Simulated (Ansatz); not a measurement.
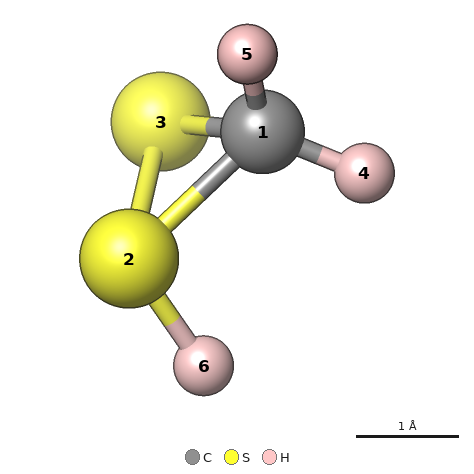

Orthographic view. Depth is shown by fading: the farther an atom, the more it takes the colour of the background. State: charge +1, singlet. Computed geometry: PBE0-D4/def2-TZVP optimisation. No frequency run is at hand to confirm it as a minimum.

Give the geometry as a Z-matrix, atoms in numerical order, with these reference atoms: 2 to 1; 3 to 1, 2; 4 to 1, 3, 2; 5 to 1, 4, 2; 6 to 2, 1, 5.

```
C  
S    1   1.812
S    1   1.781   2    69.4
H    1   1.087   3   117.7   2   107.5
H    1   1.087   4   117.0   2   133.3
H    2   1.359   1    97.9   5  -150.1
```
